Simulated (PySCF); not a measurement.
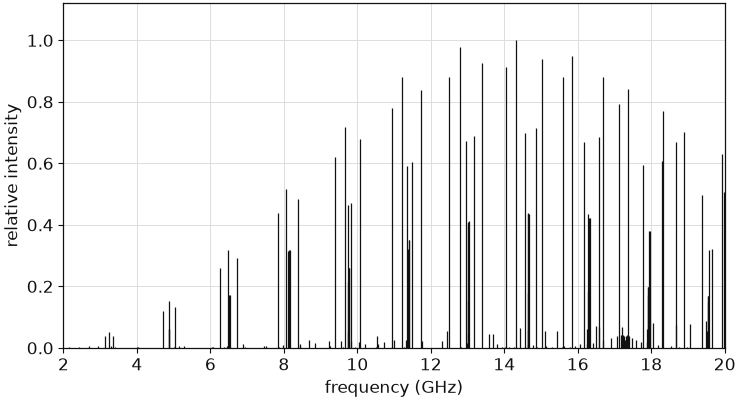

Simulated rotational absorption lines between 2 and 20 GHz at 2 K: rigid rotor with the equilibrium constants and dipole of one optimised conformer (PBE0-D3(BJ)/def2-SVP, PySCF 2.14.0), commonest isotopes; no centrifugal distortion, hyperfine structure, internal rotation or nuclear-spin weights; lines within 1 MHz of each other are summed.

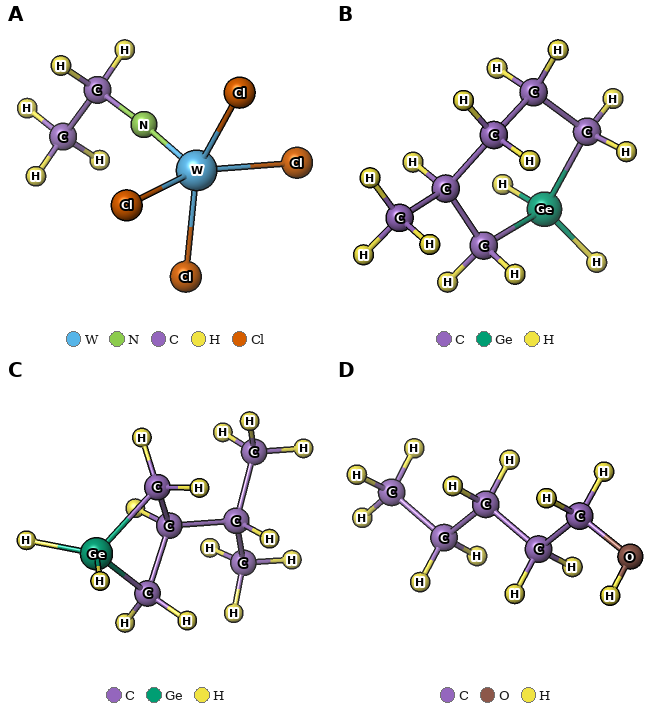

> Which molecule gives this spectrum? The candidates are drawn in the second picture.

Structure C, C₆H₁₄Ge, SMILES CC(C)C1[CH2][GeH2][CH2]1, singlet. Rotational constants A, B, C = 4.273, 0.8683, 0.7564 GHz, |μa|, |μb|, |μc| = 0.39, 0.00, 0.11 D.

Note: coarse grid, loose stop and no frequency check, small forces are noise and the end may be a saddle.
